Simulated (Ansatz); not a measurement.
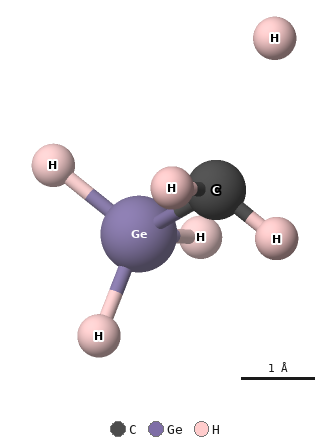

Fig. 1: The structure as given in the input (ball-and-stick view, seen at a tilt). Sticks mark near contacts.

CH6Ge: energy and gradient calculation

CH6Ge, computed with BCCD(T)/6-31G**, RHF (Ansatz 0.2.0).

A bond length was changed on purpose from its optimised value.

**Input**
```yaml
crystal:
  periodic: [false, false, false]
  atoms:
    - {symbol: C, position_ang: [-0.893587, -0.757817, -0.523687]}
    - {symbol: Ge, position_ang: [-0.285787, -1.130017, 1.294413]}
    - {symbol: H, position_ang: [-1.962787, -0.543917, -0.528787]}
    - {symbol: H, position_ang: [0.218800, 1.052200, -1.378400]}
    - {symbol: H, position_ang: [-0.707287, -1.617517, -1.168287]}
    - {symbol: H, position_ang: [-0.551987, 0.080083, 2.207813]}
    - {symbol: H, position_ang: [1.224413, -1.427717, 1.305413]}
    - {symbol: H, position_ang: [-1.028387, -2.349317, 1.869813]}
basis:
  gaussian: {orbitals: 6-31G_st__st_.json}
magnetization: {spin_polarized: false, initial_magnetization: 0}
correlation: {method: bccd_t}
output: {forces: true}
```

Run as:
```bash
ansatz run in.yaml --threads 1 --pin off --max-ram 2610MiB --events-out events.jsonl --progress --plain --runs-dir runs
```

**Log**
```
Functional definition: HF
  name "HF"
  exchange = exact_x
  correlation = 0
762 factors; integrals over basis functions are off by at most 1.0e-3 eV
mean field evaluation 1: about -57584.1124 eV, gradient 1.9e1 eV
mean field evaluation 2: about -57584.1304 eV, gradient 1.9e1 eV
mean field evaluation 4: about -57585.7419 eV, gradient 2.6e0 eV
mean field evaluation 8: about -57585.7926 eV, gradient 1.9e-1 eV
mean field evaluation 16: about -57585.7671 eV, gradient 4.8e-1 eV
mean field -57585.79271427 eV, -2116.2388491972 hartree, gradient 4.8e-6 eV, S^2 0.000000; 0 other end points of the search recorded, 0 dependent functions left out; unrestricted orbitals would lower it
unrestricted determinant -57587.34870309 eV, -2116.2960307316 hartree, S^2 0.8578
10 core orbitals not correlated: weight in the atoms' cores, before any rotation towards them, 1.000 or more for the frozen orbitals, at most 0.000 for the correlated occupied ones
reference -57585.79271427 eV, -2116.2388491972 hartree; 12, 12 occupied and 58, 58 virtual orbitals, 762 factors
second order -12.08030078 eV of doubles, -0.00000000 eV of singles
cycle   1  -12.26088735 eV  change   -2.5e-1 eV  update   1.4e-1
cycle   2  -12.84504387 eV  change   -5.8e-1 eV  update   6.9e-2
cycle   3  -13.18793313 eV  change   -3.4e-1 eV  update   4.5e-2
cycle   4  -13.13578950 eV  change    5.2e-2 eV  update   1.1e-2
cycle   5  -13.14353533 eV  change   -7.7e-3 eV  update   4.9e-3
cycle   6  -13.14795019 eV  change   -4.4e-3 eV  update   1.5e-3
cycle   7  -13.14754930 eV  change    4.0e-4 eV  update   5.1e-4
cycle   8  -13.14727603 eV  change    2.7e-4 eV  update   1.5e-4
cycle   9  -13.14741275 eV  change   -1.4e-4 eV  update   6.9e-5
cycle  10  -13.14744999 eV  change   -3.7e-5 eV  update   3.0e-5
cycle  11  -13.14744341 eV  change    6.6e-6 eV  update   1.4e-5
cycle  12  -13.14745146 eV  change   -8.1e-6 eV  update   5.3e-6
perturbative correction -0.50667601 eV, -0.0186200001 hartree
WARN: these amplitudes may be one of several solutions (largest doubles amplitude 0.35, level shift 0.24 eV)
the calculation of the forces begins
Total energy: -57599.44684174 eV, -2116.7406291266 hartree
Atom 0 at    -0.893587    -0.757817    -0.523687 Å, force     0.016136    -0.063177     0.125661 eV/Å
Atom 1 at    -0.285787    -1.130017     1.294413 Å, force     0.531613     0.505207     0.197707 eV/Å
Atom 2 at    -1.962787    -0.543917    -0.528787 Å, force     0.153089     0.635608    -0.347929 eV/Å
Atom 3 at     0.218800     1.052200    -1.378400 Å, force    -0.894651    -1.431704     0.647448 eV/Å
Atom 4 at    -0.707287    -1.617517    -1.168287 Å, force     0.366751     0.456769    -0.454118 eV/Å
Atom 5 at    -0.551987     0.080083     2.207813 Å, force     0.001565    -0.133918    -0.057375 eV/Å
Atom 6 at     1.224413    -1.427717     1.305413 Å, force    -0.144288    -0.010518     0.017242 eV/Å
Atom 7 at    -1.028387    -2.349317     1.869813 Å, force    -0.030216     0.041733    -0.128634 eV/Å
Dipole moment:    -0.126143    -0.130167    -0.029286 e Å
```

**Summary**

```csv
quantity,value
outcome,converged
total energy,−2116.740629 hartree
SCF energy,−2116.238849 hartree
MP2 energy,−2116.682792 hartree
correlation energy,−0.501780 hartree
(T) correction,−0.018620 hartree
basis functions,80
largest force,1.808 eV/Å
T1 diagnostic,0.020
SCF solution under orbital rotations,stable within restricted orbitals
hardware,"1 thread of Arm Neoverse V1, 24 GiB of memory available, shared host"
wall time,28 s
peak memory,0.41 GiB
```
